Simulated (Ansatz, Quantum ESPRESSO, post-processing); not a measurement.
# The basal face of Y: relaxation and work function, part 3 of 3

How much does the work function of Y(0001) depend on the functional?

Quantum ESPRESSO 7.5; plane-wave DFT, PBE, GBRV ultrasoft pseudopotentials; geometry and cross-check by Ansatz 0.2.0 with PAW datasets.

So far. Step 2 (Relaxation with Ansatz of (0001)): The relaxation lowers the energy by 3 meV an atom. Held were the atoms numbered 3 and 4; the forces quoted are those on the free ones.

## (4) Electrostatic potential of (0001) (continued)

The potential energy, planar mean oscillates, so the rows of the table below give means over windows of 2.87 Å about each position, cut where the curve ends. Its maxima inside the range that stand out by 2 % of the span (Å: eV): 9.4: 0.595, 12.2: 0.751, 15.2: 0.807, 18.1: 0.751, 20.9: 0.596. Its minima: 8.1: -20.4, 10.9: -19.8, 13.7: -20.1, 16.6: -20.1, 19.4: -19.8, 22.2: -20.4.

Electrostatic potential energy of an electron; zero at the Fermi level. Table of potential energy, planar mean by z; means over each step:

```tsv
z (Å)	potential energy, planar mean (eV)
1.44	3.29
4.30	3.21
7.17	-6.28
10.04	-7.63
12.91	-7.40
15.78	-7.41
18.65	-7.32
21.52	-7.77
24.39	1.61
27.26	3.28
30.13	3.29
```

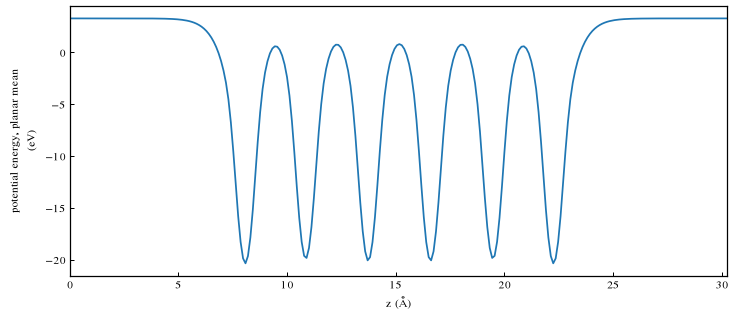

Potential energy, planar mean against z.

## (5) SCF with pw.x of (0001), PBEsol

The same atoms under a second functional.

Level of this step: plane-wave DFT, PBEsol, GBRV ultrasoft pseudopotentials (Quantum ESPRESSO 7.5).

Contents of 0001.pbesol.in:

```
&control
  prefix = '0001.pbesol'
  outdir = './out'
  pseudo_dir = './pseudo'
  calculation = 'scf'
  tprnfor = .true.
/
&system
  ibrav = 0
  nat = 6
  ntyp = 1
  ecutwfc = 40
  ecutrho = 200
  occupations = 'smearing'
  smearing = 'mv'
  degauss = 0.02
/
&electrons
  conv_thr = 1e-07
  mixing_beta = 0.4
  electron_maxstep = 120
  mixing_mode = 'local-TF'
/
ATOMIC_SPECIES
  Y   88.9058  y_pbesol_v1.4.uspp.F.UPF
CELL_PARAMETERS angstrom
  3.64999999999238 0.00000000000000 0.00000000000000
  1.82499999999619 3.16099272380660 0.00000000000000
  0.00000000000000 0.00000000000000 30.33537500000000
ATOMIC_POSITIONS crystal
  Y   0.666666666667 0.666666666667 0.266540196292
  Y   0.000000000000 -0.000000000000 0.357994591207
  Y   0.666666666667 0.666666666667 0.452743702700
  Y   0.000000000000 0.000000000000 0.547256297300
  Y   0.666666666667 0.666666666667 0.642005442375
  Y   -0.000000000000 0.000000000000 0.733459877738
K_POINTS automatic
  12 12 1 0 0 0
```

On the command line:

```
OMP_NUM_THREADS=1 mpirun -n 4 pw.x -nk 4 -in 0001.pbesol.in > 0001.pbesol.out
```

Log:

```text
[banner, memory and clock lines left out]
Program PWSCF v.7.5 starts
[...]
Message from routine setup:
[...]
number of electrons       =        66.00
     number of Kohn-Sham states=           40
     kinetic-energy cutoff     =      40.0000  Ry
     charge density cutoff     =     200.0000  Ry
[...]
number of k points=    19  Marzari-Vanderbilt smearing, width (Ry)=  0.0200
[...]
Dense  grid:   112807 G-vectors     FFT dimensions: (  36,  36, 270)
[...]
negative rho (up, down):  3.497E-04 0.000E+00
     Starting wfcs are   78 randomized atomic wfcs
[...]
negative rho (up, down):  3.585E-07 0.000E+00
[...]
estimated scf accuracy    <       2.94767464 Ry
[...]
estimated scf accuracy    <       1.48101628 Ry
[...]
estimated scf accuracy    <       0.09967950 Ry
[...]
estimated scf accuracy    <       0.46705631 Ry
[...]
estimated scf accuracy    <       1.04397580 Ry
[...]
estimated scf accuracy    <       0.93021055 Ry
[...]
estimated scf accuracy    <       0.57312296 Ry
[...]
estimated scf accuracy    <       0.25907560 Ry
[...]
estimated scf accuracy    <       0.15578418 Ry
[...]
negative rho (up, down):  3.114E-03 0.000E+00
[...]
estimated scf accuracy    <       0.10173154 Ry
[...]
estimated scf accuracy    <       0.13947721 Ry
[...]
negative rho (up, down):  5.062E-03 0.000E+00
[...]
estimated scf accuracy    <       0.00282416 Ry
[...]
negative rho (up, down):  4.698E-04 0.000E+00
[...]
estimated scf accuracy    <       0.00258272 Ry
[...]
negative rho (up, down):  5.066E-04 0.000E+00
[...]
estimated scf accuracy    <       0.00125220 Ry
[...]
negative rho (up, down):  2.739E-04 0.000E+00
[...]
estimated scf accuracy    <       0.00115228 Ry
[...]
negative rho (up, down):  1.559E-04 0.000E+00
[...]
estimated scf accuracy    <       0.00005075 Ry
[...]
negative rho (up, down):  1.780E-04 0.000E+00
[...]
estimated scf accuracy    <       0.00006311 Ry
[...]
negative rho (up, down):  1.588E-04 0.000E+00
[...]
estimated scf accuracy    <       0.00000378 Ry
[...]
negative rho (up, down):  1.942E-04 0.000E+00
[...]
estimated scf accuracy    <       0.00000057 Ry
[...]
negative rho (up, down):  1.921E-04 0.000E+00
[...]
the Fermi energy is     3.9674 ev
!    total energy              =    -555.81715377 Ry
     estimated scf accuracy    <       0.00000002 Ry
     smearing contrib. (-TS)   =      -0.00533153 Ry
     internal energy E=F+TS    =    -555.81182224 Ry
[...]
one-electron contribution =   -2615.68748860 Ry
     hartree contribution      =    1310.44467622 Ry
     xc contribution           =    -162.76099857 Ry
     ewald contribution        =     912.19198871 Ry
     convergence has been achieved in  20 iterations
     negative rho (up, down):  1.921E-04 0.000E+00
[...]
Total force =     0.008571     Total SCF correction =     0.000382
[...]
```

Run time: 74 s. Hardware: 4 MPI ranks of Arm Neoverse V2, shared host; peak memory 0.71 GiB.

Numbers from this step:

```
free energy  : -7562.2776 eV
Fermi energy : 3.967 eV
```

## (6) Potential by pp.x of (0001)

Contents of 0001.pbesol.pot.in:

```
&inputpp
  prefix = '0001.pbesol'
  outdir = './out'
  filplot = '0001.pbesol.pot.dat'
  plot_num = 11
/
```

On the command line:

```
OMP_NUM_THREADS=1 mpirun -n 4 pp.x -in 0001.pbesol.pot.in > 0001.pbesol.pot.out
```

Wall time 0.88 s (4 MPI ranks); peak memory 0.12 GiB; 3.2 s of CPU time.

Numbers from this step:

```
work function of the upper face                                       : 3.338 eV
slope of the potential above                                          : 0.002372 eV/Å
upper vacuum line continued to the top atoms, over the Fermi level    : 3.326 eV
work function of the lower face                                       : 3.339 eV
slope of the potential below                                          : -0.001556 eV/Å
lower vacuum line continued to the bottom atoms, over the Fermi level : 3.330 eV
```

On (0001) the work function under PBEsol lies +0.05 eV from PBE's.

## (7) The series side by side

All levels:

```tsv
level	work function (eV)	Ansatz, PBE (eV)	CPU time (s)
(0001), PBE	3.285	3.354	346.4
(0001), PBEsol	3.338	-	295.8
```

## (8) By hand

For (0001) under PBE, on the run's own zero: φ = 7.340 − (4.054) = 3.286 eV.

## (9) Outcome

```yaml
work_function_of_0001_pbe: 3.29 eV
work_function_of_0001_pbesol: 3.34 eV
```

In words: Under PBE the work function is 3.29 eV on (0001). PBEsol lies +0.05 eV from PBE on the same atoms. The top two spacings change by -3.2 and +0.3 % on (0001). Ansatz, with Fermi-Dirac smearing and its own datasets, agrees within 0.07 eV under PBE. The slabs are thin and unreconstructed, at the tabulated lattice constant; thickness and mesh leave some 0.05 to 0.1 eV open.

Computed beside measured:

```
                                                                     quantity  measured      (0001), PBE
work function, loosely compared (polycrystalline sample, no single face) (eV)       3.1  3.29 (+0.19 eV)
```

Measured values from arxiv:1902.07811 (2019).

Verdict: The work function, set beside that of the polycrystal, is off by +0.19 eV. A polycrystal averages over faces, so this is a loose comparison.

[Logs are printed without paths, hosts, clocks, repeated set-up lines and the standing remarks that a program may print on its own settings, such as how far it seeks lower states.]

[Hosts, paths, dates, database ids (printed as entryN), source tags and the programs' standing remarks are cut or masked in the printed files.]

[Maps of the electrostatic potential energy from Ansatz leave out the sawtooth potential of an applied field or a dipole correction, so their vacuum need not be flat; planar profiles and work functions include it.]
